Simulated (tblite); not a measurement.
**Geometry relaxation of C8H6 (part 2 of 2)**

C8H6; GFN2-xTB geometry optimisation, gas phase (tblite 0.8.0). 

Geometry of the input (Å):
```
C  3.5294  -0.1288  -0.1873
C  2.3219  -0.1019  -0.0715
C  0.9323  -0.0876  0.0894
C  0.0381  0.3190  -0.8521
C  -1.2743  0.1601  -0.2402
C  -2.4422  0.4449  -0.8387
C  -1.1032  -0.3459  1.0936
C  0.2245  -0.4886  1.2928
H  4.5849  -0.1465  -0.2959
H  0.2454  0.6692  -1.8329
H  -3.3835  0.3031  -0.3207
H  -2.4824  0.8232  -1.8496
H  -1.8962  -0.5660  1.8099
H  0.7045  -0.8545  2.1810
```

### Trajectory as extended XYZ, continued
```
14
Properties=species:S:1:pos:R:3:forces:R:3 step=15 energy=-545.54582
C     3.5374   -0.1317   -0.1781   -0.0110  -0.0020   0.0060
C     2.3415   -0.1102   -0.0557   -0.0090   0.0080  -0.0080
C     0.9454   -0.0833    0.0852   -0.0040  -0.0140   0.0070
C     0.0340    0.3103   -0.8370    0.0010   0.0100  -0.0120
C    -1.2929    0.1679   -0.2567    0.0080  -0.0020  -0.0030
C    -2.4603    0.4483   -0.8432    0.0040  -0.0010   0.0060
C    -1.0855   -0.3478    1.0988    0.0080   0.0000  -0.0080
C     0.2318   -0.4971    1.3002   -0.0010   0.0060   0.0070
H     4.5800   -0.1478   -0.2925    0.0000  -0.0060   0.0150
H     0.2302    0.6695   -1.8294   -0.0080   0.0020  -0.0070
H    -3.3983    0.3086   -0.3319   -0.0010   0.0000   0.0030
H    -2.5073    0.8252   -1.8517   -0.0050  -0.0030   0.0070
H    -1.8848   -0.5585    1.7852    0.0170   0.0010  -0.0080
H     0.7281   -0.8540    2.1846    0.0000   0.0010  -0.0040
14
Properties=species:S:1:pos:R:3:forces:R:3 step=16 energy=-545.54587
C     3.5378   -0.1323   -0.1762   -0.0070  -0.0010   0.0020
C     2.3416   -0.1101   -0.0561   -0.0090   0.0090  -0.0080
C     0.9454   -0.0830    0.0845   -0.0030  -0.0100  -0.0070
C     0.0335    0.3105   -0.8378    0.0090   0.0050   0.0030
C    -1.2932    0.1678   -0.2569    0.0040   0.0010  -0.0100
C    -2.4610    0.4482   -0.8430    0.0080  -0.0020   0.0100
C    -1.0854   -0.3478    1.0985    0.0070  -0.0010  -0.0070
C     0.2320   -0.4968    1.2994    0.0000   0.0070   0.0050
H     4.5808   -0.1486   -0.2907   -0.0160  -0.0060   0.0180
H     0.2297    0.6698   -1.8298   -0.0070   0.0040  -0.0140
H    -3.3987    0.3084   -0.3308    0.0040   0.0010  -0.0020
H    -2.5084    0.8253   -1.8516   -0.0060  -0.0050   0.0120
H    -1.8843   -0.5587    1.7851    0.0150   0.0010  -0.0070
H     0.7294   -0.8533    2.1831    0.0010  -0.0030   0.0060
14
Properties=species:S:1:pos:R:3:forces:R:3 step=17 energy=-545.54595
C     3.5383   -0.1332   -0.1736   -0.0020   0.0000  -0.0030
C     2.3417   -0.1099   -0.0568   -0.0070   0.0080  -0.0070
C     0.9452   -0.0828    0.0834   -0.0010  -0.0010  -0.0240
C     0.0330    0.3108   -0.8388    0.0150  -0.0020   0.0160
C    -1.2934    0.1677   -0.2574   -0.0010   0.0050  -0.0140
C    -2.4619    0.4481   -0.8425    0.0090  -0.0030   0.0110
C    -1.0850   -0.3478    1.0978    0.0060  -0.0010  -0.0040
C     0.2323   -0.4963    1.2984    0.0050   0.0060   0.0010
H     4.5817   -0.1497   -0.2878   -0.0300  -0.0060   0.0210
H     0.2288    0.6702   -1.8307   -0.0060   0.0060  -0.0200
H    -3.3991    0.3082   -0.3293    0.0080   0.0020  -0.0060
H    -2.5100    0.8253   -1.8511   -0.0070  -0.0060   0.0150
H    -1.8833   -0.5589    1.7849    0.0100   0.0000  -0.0050
H     0.7310   -0.8523    2.1813    0.0000  -0.0070   0.0170
14
Properties=species:S:1:pos:R:3:forces:R:3 step=18 energy=-545.54606
C     3.5387   -0.1346   -0.1696    0.0020   0.0020  -0.0080
C     2.3416   -0.1093   -0.0582   -0.0020   0.0050  -0.0040
C     0.9450   -0.0826    0.0814    0.0020   0.0130  -0.0380
C     0.0324    0.3114   -0.8404    0.0170  -0.0100   0.0240
C    -1.2937    0.1676   -0.2583   -0.0050   0.0070  -0.0130
C    -2.4631    0.4479   -0.8416    0.0100  -0.0030   0.0100
C    -1.0843   -0.3478    1.0966    0.0060  -0.0010   0.0030
C     0.2330   -0.4953    1.2969    0.0120   0.0010  -0.0060
H     4.5825   -0.1516   -0.2828   -0.0410  -0.0060   0.0230
H     0.2272    0.6710   -1.8323   -0.0040   0.0060  -0.0230
H    -3.3996    0.3079   -0.3268    0.0120   0.0020  -0.0090
H    -2.5126    0.8252   -1.8501   -0.0080  -0.0050   0.0150
H    -1.8813   -0.5593    1.7846   -0.0010   0.0000  -0.0010
H     0.7335   -0.8509    2.1786   -0.0020  -0.0100   0.0270
14
Properties=species:S:1:pos:R:3:forces:R:3 step=19 energy=-545.54622
C     3.5390   -0.1364   -0.1644    0.0010   0.0030  -0.0140
C     2.3413   -0.1083   -0.0602    0.0050   0.0000  -0.0010
C     0.9448   -0.0823    0.0784    0.0050   0.0270  -0.0410
C     0.0317    0.3123   -0.8427    0.0120  -0.0140   0.0190
C    -1.2939    0.1675   -0.2596   -0.0040   0.0070  -0.0050
C    -2.4645    0.4477   -0.8403    0.0080  -0.0020   0.0060
C    -1.0831   -0.3478    1.0950    0.0080  -0.0010   0.0110
C     0.2342   -0.4940    1.2948    0.0200  -0.0070  -0.0120
H     4.5829   -0.1544   -0.2757   -0.0370  -0.0050   0.0230
H     0.2251    0.6720   -1.8349   -0.0020   0.0050  -0.0200
H    -3.3999    0.3074   -0.3236    0.0130   0.0000  -0.0090
H    -2.5160    0.8250   -1.8485   -0.0100  -0.0020   0.0090
H    -1.8787   -0.5599    1.7840   -0.0130   0.0000   0.0030
H     0.7366   -0.8493    2.1755   -0.0060  -0.0110   0.0310
14
Properties=species:S:1:pos:R:3:forces:R:3 step=20 energy=-545.54638
C     3.5389   -0.1382   -0.1593   -0.0020   0.0050  -0.0190
C     2.3408   -0.1072   -0.0625    0.0080  -0.0040   0.0010
C     0.9447   -0.0816    0.0748    0.0060   0.0320  -0.0260
C     0.0310    0.3131   -0.8452    0.0000  -0.0120   0.0020
C    -1.2940    0.1675   -0.2610    0.0000   0.0050   0.0080
C    -2.4658    0.4473   -0.8388    0.0050   0.0000   0.0000
C    -1.0817   -0.3478    1.0934    0.0090  -0.0010   0.0170
C     0.2358   -0.4928    1.2925    0.0230  -0.0140  -0.0140
H     4.5826   -0.1573   -0.2676   -0.0170  -0.0050   0.0210
H     0.2228    0.6732   -1.8378   -0.0010   0.0010  -0.0120
H    -3.3999    0.3068   -0.3202    0.0090  -0.0010  -0.0060
H    -2.5196    0.8247   -1.8466   -0.0110   0.0020   0.0000
H    -1.8760   -0.5605    1.7835   -0.0190   0.0000   0.0040
H     0.7396   -0.8477    2.1728   -0.0100  -0.0080   0.0240
14
Properties=species:S:1:pos:R:3:forces:R:3 step=21 energy=-545.54651
C     3.5388   -0.1395   -0.1558   -0.0020   0.0060  -0.0200
C     2.3405   -0.1063   -0.0644    0.0050  -0.0050   0.0010
C     0.9447   -0.0805    0.0717    0.0040   0.0250  -0.0030
C     0.0304    0.3137   -0.8473   -0.0110  -0.0050  -0.0150
C    -1.2939    0.1675   -0.2618    0.0040   0.0010   0.0170
C    -2.4666    0.4471   -0.8377    0.0020   0.0010  -0.0050
C    -1.0802   -0.3478    1.0924    0.0090   0.0000   0.0160
C     0.2375   -0.4921    1.2905    0.0160  -0.0160  -0.0090
H     4.5821   -0.1598   -0.2608    0.0090  -0.0050   0.0180
H     0.2210    0.6741   -1.8404   -0.0020  -0.0030  -0.0040
H    -3.3997    0.3063   -0.3177    0.0030  -0.0030  -0.0020
H    -2.5225    0.8245   -1.8451   -0.0100   0.0050  -0.0060
H    -1.8741   -0.5609    1.7831   -0.0160   0.0010   0.0020
H     0.7416   -0.8467    2.1711   -0.0110  -0.0030   0.0100
14
Properties=species:S:1:pos:R:3:forces:R:3 step=22 energy=-545.54660
C     3.5387   -0.1403   -0.1539   -0.0010   0.0060  -0.0190
C     2.3403   -0.1058   -0.0657    0.0030  -0.0020  -0.0010
C     0.9448   -0.0793    0.0695    0.0010   0.0120   0.0140
C     0.0298    0.3139   -0.8490   -0.0140   0.0010  -0.0200
C    -1.2939    0.1676   -0.2621    0.0050  -0.0020   0.0170
C    -2.4671    0.4470   -0.8369    0.0000   0.0020  -0.0050
C    -1.0791   -0.3478    1.0921    0.0050   0.0010   0.0100
C     0.2389   -0.4920    1.2890    0.0050  -0.0120  -0.0020
H     4.5818   -0.1615   -0.2559    0.0250  -0.0050   0.0140
H     0.2197    0.6747   -1.8422   -0.0040  -0.0050   0.0020
H    -3.3995    0.3060   -0.3160   -0.0010  -0.0030   0.0010
H    -2.5247    0.8244   -1.8442   -0.0070   0.0050  -0.0070
H    -1.8731   -0.5612    1.7829   -0.0070   0.0020  -0.0010
H     0.7427   -0.8461    2.1703   -0.0090   0.0000  -0.0020
14
Properties=species:S:1:pos:R:3:forces:R:3 step=23 energy=-545.54666
C     3.5388   -0.1406   -0.1530    0.0020   0.0060  -0.0170
C     2.3403   -0.1056   -0.0664    0.0020   0.0010  -0.0030
C     0.9449   -0.0782    0.0681   -0.0010  -0.0010   0.0180
C     0.0293    0.3139   -0.8501   -0.0090   0.0050  -0.0120
C    -1.2939    0.1677   -0.2621    0.0020  -0.0010   0.0090
C    -2.4674    0.4469   -0.8365   -0.0020   0.0020  -0.0030
C    -1.0783   -0.3478    1.0922    0.0000   0.0020   0.0020
C     0.2399   -0.4921    1.2879   -0.0050  -0.0040   0.0040
H     4.5821   -0.1627   -0.2525    0.0260  -0.0050   0.0120
H     0.2188    0.6750   -1.8434   -0.0060  -0.0060   0.0040
H    -3.3994    0.3057   -0.3150   -0.0030  -0.0030   0.0020
H    -2.5263    0.8245   -1.8438   -0.0030   0.0030  -0.0040
H    -1.8727   -0.5613    1.7827    0.0010   0.0020  -0.0030
H     0.7433   -0.8457    2.1698   -0.0050   0.0000  -0.0080
14
Properties=species:S:1:pos:R:3:forces:R:3 step=24 energy=-545.54669
C     3.5390   -0.1408   -0.1528    0.0050   0.0050  -0.0150
C     2.3405   -0.1055   -0.0669    0.0040   0.0030  -0.0030
C     0.9449   -0.0774    0.0675    0.0000  -0.0070   0.0110
C     0.0288    0.3139   -0.8509   -0.0010   0.0040   0.0010
C    -1.2940    0.1677   -0.2619   -0.0010   0.0000  -0.0010
C    -2.4676    0.4469   -0.8363   -0.0020   0.0010   0.0000
C    -1.0779   -0.3478    1.0923   -0.0050   0.0020  -0.0050
C     0.2404   -0.4923    1.2873   -0.0100   0.0030   0.0050
H     4.5828   -0.1636   -0.2501    0.0170  -0.0040   0.0110
H     0.2181    0.6750   -1.8441   -0.0070  -0.0050   0.0030
H    -3.3994    0.3055   -0.3144   -0.0020  -0.0030   0.0020
H    -2.5275    0.8246   -1.8436    0.0010   0.0010   0.0000
H    -1.8725   -0.5613    1.7826    0.0040   0.0020  -0.0020
H     0.7437   -0.8455    2.1693   -0.0010  -0.0020  -0.0080
14
Properties=species:S:1:pos:R:3:forces:R:3 step=25 energy=-545.54672
C     3.5393   -0.1408   -0.1530    0.0070   0.0040  -0.0120
C     2.3407   -0.1053   -0.0672    0.0050   0.0040  -0.0020
C     0.9449   -0.0770    0.0672    0.0020  -0.0090   0.0000
C     0.0285    0.3140   -0.8513    0.0060   0.0020   0.0120
C    -1.2941    0.1677   -0.2618   -0.0040   0.0020  -0.0080
C    -2.4678    0.4469   -0.8362   -0.0030   0.0000   0.0020
C    -1.0777   -0.3477    1.0923   -0.0070   0.0020  -0.0070
C     0.2406   -0.4923    1.2869   -0.0090   0.0080   0.0040
H     4.5836   -0.1643   -0.2482    0.0040  -0.0040   0.0090
H     0.2175    0.6750   -1.8446   -0.0060  -0.0050   0.0020
H    -3.3995    0.3053   -0.3140   -0.0020  -0.0020   0.0020
H    -2.5283    0.8247   -1.8435    0.0030  -0.0010   0.0030
H    -1.8724   -0.5613    1.7824    0.0040   0.0010   0.0000
H     0.7440   -0.8454    2.1688    0.0010  -0.0040  -0.0040
14
Properties=species:S:1:pos:R:3:forces:R:3 step=26 energy=-545.54675
C     3.5397   -0.1407   -0.1533    0.0070   0.0030  -0.0080
C     2.3410   -0.1051   -0.0677    0.0040   0.0030   0.0000
C     0.9450   -0.0768    0.0670    0.0040  -0.0070  -0.0090
C     0.0283    0.3141   -0.8516    0.0100   0.0000   0.0180
C    -1.2942    0.1678   -0.2619   -0.0050   0.0040  -0.0110
C    -2.4681    0.4469   -0.8360   -0.0030   0.0000   0.0030
C    -1.0776   -0.3476    1.0921   -0.0070   0.0010  -0.0070
C     0.2407   -0.4922    1.2866   -0.0050   0.0090   0.0000
H     4.5845   -0.1650   -0.2461   -0.0070  -0.0020   0.0070
H     0.2167    0.6749   -1.8450   -0.0040  -0.0040   0.0010
H    -3.3996    0.3050   -0.3135   -0.0010  -0.0020   0.0010
H    -2.5291    0.8248   -1.8433    0.0040  -0.0010   0.0040
H    -1.8721   -0.5613    1.7823    0.0010   0.0000   0.0020
H     0.7442   -0.8453    2.1682    0.0020  -0.0050  -0.0010
14
Properties=species:S:1:pos:R:3:forces:R:3 step=27 energy=-545.54678
C     3.5400   -0.1406   -0.1538    0.0050   0.0020  -0.0030
C     2.3413   -0.1048   -0.0681    0.0030   0.0010   0.0020
C     0.9451   -0.0767    0.0666    0.0040  -0.0030  -0.0120
C     0.0282    0.3143   -0.8517    0.0090  -0.0010   0.0140
C    -1.2943    0.1679   -0.2621   -0.0030   0.0030  -0.0080
C    -2.4684    0.4469   -0.8358   -0.0020  -0.0010   0.0020
C    -1.0776   -0.3475    1.0918   -0.0030   0.0000  -0.0030
C     0.2407   -0.4920    1.2863    0.0000   0.0080  -0.0030
H     4.5851   -0.1658   -0.2440   -0.0120  -0.0010   0.0030
H     0.2159    0.6747   -1.8454   -0.0020  -0.0030   0.0000
H    -3.3997    0.3048   -0.3129   -0.0010  -0.0010   0.0000
H    -2.5298    0.8249   -1.8430    0.0030  -0.0010   0.0030
H    -1.8718   -0.5613    1.7822   -0.0020   0.0000   0.0030
H     0.7445   -0.8454    2.1676    0.0010  -0.0050   0.0010
14
Properties=species:S:1:pos:R:3:forces:R:3 step=28 energy=-545.54679
C     3.5402   -0.1405   -0.1541    0.0010   0.0010   0.0000
C     2.3415   -0.1046   -0.0684    0.0010   0.0000   0.0030
C     0.9453   -0.0767    0.0663    0.0020   0.0000  -0.0080
C     0.0283    0.3145   -0.8517    0.0030   0.0000   0.0050
C    -1.2944    0.1680   -0.2623   -0.0010   0.0020  -0.0020
C    -2.4686    0.4469   -0.8356   -0.0010   0.0000   0.0010
C    -1.0776   -0.3474    1.0915    0.0000   0.0000   0.0000
C     0.2407   -0.4917    1.2861    0.0030   0.0040  -0.0030
H     4.5853   -0.1663   -0.2427   -0.0070   0.0000   0.0010
H     0.2155    0.6745   -1.8455    0.0000  -0.0020   0.0000
H    -3.3997    0.3046   -0.3126   -0.0010  -0.0010   0.0000
H    -2.5300    0.8249   -1.8428    0.0010   0.0000   0.0010
H    -1.8716   -0.5613    1.7822   -0.0020   0.0010   0.0020
H     0.7446   -0.8455    2.1674   -0.0010  -0.0030   0.0000
```

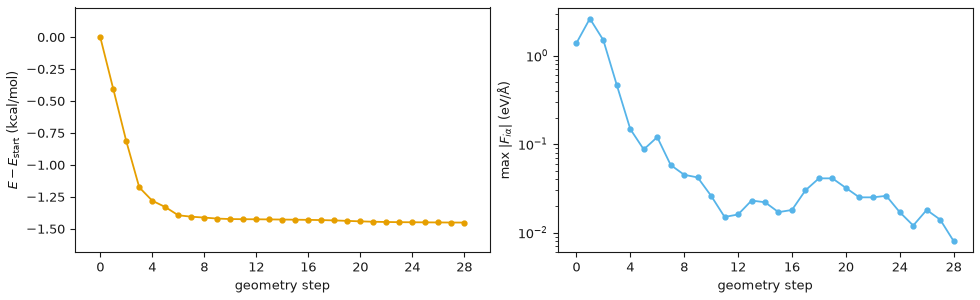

**Figure 1.** Progress of the relaxation, step by step (steps are counted from 0).

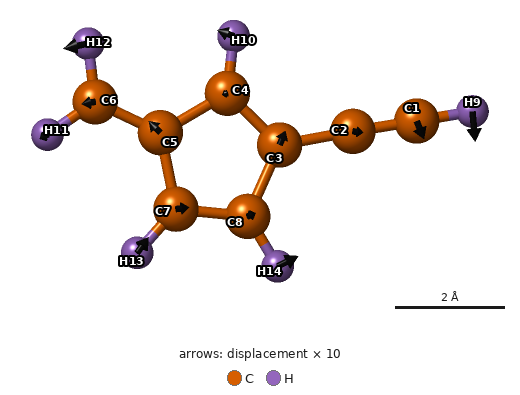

**Figure 2.** The starting structure with the displacements as black arrows, magnified 10 times (ball-and-stick view, seen at a tilt). The two geometries are laid on each other by the best rigid fit. Over 28 geometry steps the energy falls by 1.45 kcal/mol. Largest force component: 1.4 eV/Å at the start, 0.008 eV/Å at the end. The atom that moves furthest after the best rigid fit is H9 (0.057 Å). By element the largest moves are H 0.057 Å, C 0.037 Å. Among the contacts that change: C5–C7 1.437 → 1.465 Å, C7–H13 1.091 → 1.074 Å, C3–C8 1.453 → 1.469 Å, C1–H9 1.061 → 1.049 Å. Among the angles that change: C4–C5–C7 108.7° → 106.0°, C5–C7–H13 126.4° → 123.7°, C2–C3–C4 125.2° → 127.9°. (Atoms are counted from 1 in the order of the input.)
